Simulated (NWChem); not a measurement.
# One shape, several levels: CH3NSn (SMILES N#[C][SnH3])

Wanted: a comparison of 3 runs (BP86/def2-SVP, BP86/def2-TZVP, BP86/def2-TZVPP) of CH3NSn. 

The calculation is run with NWChem 7.3.0.

3 further runs of the same task are left out: 3 that didn't finish.

## (1) Starting point

CH3NSn: 6 atoms, total charge 0, spin state singlet. SMILES: `N#[C][SnH3]`. Geometry: relaxed at PBE0-D4/def2-TZVP.

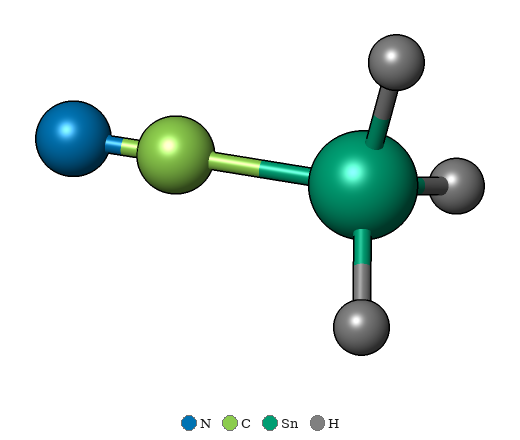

The structure, seen from a chosen angle (nitrogen blue, carbon green, tin teal, hydrogen grey).

## (2) The energy at BP86/def2-SVP (core potential) (run 1)

File run.nw:

```
start run
memory stack 880 mb heap 220 mb global 1100 mb
geometry units angstrom noautosym nocenter noautoz
N        2.057000      -0.924700       1.310700
C        1.149600      -0.518100       0.728500
Sn      -0.513900       0.221600      -0.342800
H       -0.145000       1.830100      -0.731400
H       -0.663700      -0.763700      -1.714300
H       -1.841900       0.090700       0.703000
end
basis spherical bse
N library def2-SVP
C library def2-SVP
Sn library def2-SVP
H library def2-SVP
end
ecp bse
Sn library def2-SVP
end
dft
xc becke88 perdew86
grid fine
convergence energy 1e-08
iterations 100
mulliken
print low
end
task dft
```

Run with:

```sh
$ nwchem run.nw > run.out
```

Output:

```text
[...]
 d= 0,ls=0.0,diis     1   -308.8697893214 -4.13D+02  2.53D-02  5.13D-01     1.1
[...]
 d= 0,ls=0.0,diis    11   -308.9519221419 -2.07D-09  2.36D-07  1.88D-10     8.3
         Total DFT energy =     -308.951922141892
      One electron energy =     -710.276669478197
           Coulomb energy =      328.493147765697
    Exchange-Corr. energy =      -31.499012105355
 Nuclear repulsion energy =      104.330611675962
[...]
      Total Density - Mulliken Population Analysis
     ---------------------------------------------
    Atom       Charge   Shell Charges
 -----------   ------   -------------------------------------------------------
    1 N    7     6.98   1.99  1.10  0.54  2.22  1.11  0.03
    2 C    6     6.26   1.99  0.98  0.41  1.98  0.87  0.03
    3 Sn  22    21.62   0.42  1.60  1.14  0.19  2.77  3.24  1.60  0.53  9.68  0.42
    4 H    1     1.05   0.68  0.36  0.01
    5 H    1     1.05   0.68  0.36  0.01
    6 H    1     1.05   0.68  0.36  0.01
[...]
```

It took 9 s on 1 thread of Intel Xeon 6975P-C (Granite Rapids), shared host; peak memory 0.12 GiB.

## (3) The energy at BP86/def2-TZVP (core potential) (run 2)

File ch3nsn.xyz:

```xyz
6
CH3NSn
N      2.057000    -0.924700     1.310700
C      1.149600    -0.518100     0.728500
Sn    -0.513900     0.221600    -0.342800
H     -0.145000     1.830100    -0.731400
H     -0.663700    -0.763700    -1.714300
H     -1.841900     0.090700     0.703000
```

File ch3nsn.nw:

```
start ch3nsn
title "CH3NSn"
memory stack 880 mb heap 220 mb global 1100 mb
geometry noautosym nocenter noautoz
 load format xyz ch3nsn.xyz
end
basis spherical bse
 * library def2-TZVP
end
ecp bse
 Sn library def2-TZVP
end
dft
 xc becke88 perdew86
 grid fine
 convergence energy 1e-08
 iterations 100
 mulliken
 noprint "final vectors analysis"
end
task dft
```

Run with:

```sh
$ nwchem ch3nsn.nw > ch3nsn.out
```

Output:

```text
[...]
          Wavefunction type:  closed shell.
          No. of atoms     :     6
          No. of electrons :    38
[...]
          Charge           :     0
          Spin multiplicity:     1
[...]
          AO basis - number of functions:   130
[...]
              XC Information
              --------------
                    Becke 1988 Exchange Functional  1.000
                Perdew 1981 Correlation Functional  1.000 local
                Perdew 1986 Correlation Functional  1.000 non-local
[...]
 d= 0,ls=0.0,diis     1   -308.9865853702 -4.13D+02  1.41D-02  7.49D-01     3.4
[...]
 d= 0,ls=0.0,diis    12   -309.0740203590 -3.51D-10  2.83D-08  2.38D-11    32.4
         Total DFT energy =     -309.074020359035
      One electron energy =     -710.453800972504
           Coulomb energy =      328.568143038946
    Exchange-Corr. energy =      -31.518974101440
 Nuclear repulsion energy =      104.330611675963
[...]
      Total Density - Mulliken Population Analysis
     ---------------------------------------------
    Atom       Charge   Shell Charges
 -----------   ------   -------------------------------------------------------
    1 N    7     7.00   0.82  1.15  0.64  0.80  0.26  1.45  1.26  0.59  0.01  0.03  0.00
    2 C    6     6.36   0.86  1.11  0.57  0.69  0.16  1.28  1.24  0.40  0.02  0.03  0.01
    3 Sn  22    21.53   0.29 -0.78  1.58  0.90  1.00  0.35 -0.41  6.38  0.90  1.05  0.14  8.82  1.16  0.10  0.00  0.02
    4 H    1     1.04   0.23  0.54  0.26  0.01
    5 H    1     1.04   0.23  0.54  0.26  0.01
    6 H    1     1.04   0.23  0.54  0.26  0.01
[...]
```

Run time: 33 s. Hardware: 1 thread of Intel Xeon 6975P-C (Granite Rapids), shared host; peak memory 0.12 GiB.

## (4) A single-point energy at BP86/def2-TZVPP (core potential) (run 3)

File struct.nw:

```
start struct
title "CH3NSn"
memory total 2200 mb
charge 0
geometry units angstroms noautosym nocenter noautoz
   N        2.057000      -0.924700       1.310700
   C        1.149600      -0.518100       0.728500
   Sn      -0.513900       0.221600      -0.342800
   H       -0.145000       1.830100      -0.731400
   H       -0.663700      -0.763700      -1.714300
   H       -1.841900       0.090700       0.703000
end
basis spherical bse
   * library def2-TZVPP
end
ecp bse
   Sn library def2-TZVPP
end
dft
   xc becke88 perdew86
   mult 1
   grid fine
   convergence energy 1e-08
   iterations 100
   mulliken
   noprint "final vectors analysis"
end
task dft
```

Run with:

```sh
$ nwchem struct.nw > struct.out
```

Output:

```text
[...]
          Wavefunction type:  closed shell.
          No. of atoms     :     6
          No. of electrons :    38
[...]
          Charge           :     0
          Spin multiplicity:     1
[...]
          AO basis - number of functions:   154
[...]
              XC Information
              --------------
                    Becke 1988 Exchange Functional  1.000
                Perdew 1981 Correlation Functional  1.000 local
                Perdew 1986 Correlation Functional  1.000 non-local
[...]
 d= 0,ls=0.0,diis     1   -308.9869623837 -4.13D+02  1.18D-02  7.53D-01     4.7
[...]
 d= 0,ls=0.0,diis    12   -309.0744866842 -3.64D-10  2.47D-08  2.57D-11    44.7
         Total DFT energy =     -309.074486684170
      One electron energy =     -710.458510844337
           Coulomb energy =      328.573266192831
    Exchange-Corr. energy =      -31.519853708626
 Nuclear repulsion energy =      104.330611675962
[...]
      Total Density - Mulliken Population Analysis
     ---------------------------------------------
    Atom       Charge   Shell Charges
 -----------   ------   -------------------------------------------------------
    1 N    7     7.01   0.82  1.15  0.64  0.80  0.26  1.45  1.26  0.59  0.01  0.03  0.00
    2 C    6     6.37   0.86  1.11  0.57  0.68  0.16  1.28  1.24  0.41  0.02  0.03  0.01
    3 Sn  22    21.42   0.29 -0.78  1.59  0.90  1.00  0.33 -0.41  6.38  0.90  1.00  0.14  8.82  1.15  0.10  0.00  0.02
    4 H    1     1.07   0.23  0.55  0.28  0.00  0.01  0.00
    5 H    1     1.07   0.23  0.55  0.28  0.00  0.01  0.00
    6 H    1     1.07   0.23  0.55  0.28  0.00  0.01  0.00
[...]
```

Run time: 45 s. Hardware: 1 thread of Intel Xeon 6975P-C (Granite Rapids), shared host; peak memory 0.13 GiB.

## (5) All runs side by side

```
run                             level  core potential  energy (Eh)  wall time
  1    BP86/def2-SVP (core potential)        def2-SVP  -308.951922        9 s
  2   BP86/def2-TZVP (core potential)       def2-TZVP  -309.074020       33 s
  3  BP86/def2-TZVPP (core potential)      def2-TZVPP  -309.074487       45 s
```

## (6) What came out

| quantity | value |
| --- | --- |
| run 3: total energy | -309.07449 Eh |
| run 3: dipole moment | 4.17 D |

What this shows: Over the runs the total energy spans 3.335 eV. All runs together took 87 s, the longest 45 s.
